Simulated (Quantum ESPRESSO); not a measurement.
# Voltage at the next charge: Hf(0001), 4 layers, one monolayer of H on top sites against an electrode

Method. Quantum ESPRESSO 7.5, PBE, GBRV ultrasoft; ESM with bc3, a metal electrode 5.06 Å above the top atoms; cell area 8.868 Å²; ions fixed. V is the potential energy of an electron at the electrode over the slab's Fermi level, divided by e, so that it equals the work function at zero charge; positive charge removes electrons.

| charge (e a cell) | V (V) |
| --- | --- |
| 0 | 6.385 |
| 0.0133 | 7.679 |
| 0.0266 | 8.979 |

**Question.** What is V at a charge of 0.0532 e, and what capacitance do the rows imply?

By hand: The last two rows give dV/dq = (8.979 − 7.679)/(0.0266 − 0.0133) = 97.7 V/e, so C = 1602/(8.868 × 97.7) = 1.85 µF/cm², an effective gap of 8.854/1.85 = 4.79 Å. At constant C, V = 8.979 + 97.7 × 0.0266 = 11.58 V.

**The withheld run.** V = 11.595 V; the estimate misses by −0.02 V, 0.6 % of the step. Over the three intervals C goes 1.86, 1.85 and 1.84 µF/cm².

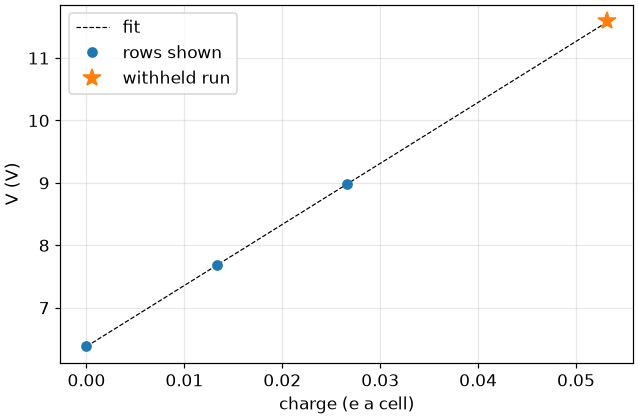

The rows shown, the fit and the withheld run.

Caveats: Vacuum fills the gap; a dielectric or electrolyte would change C. The slab is thin.
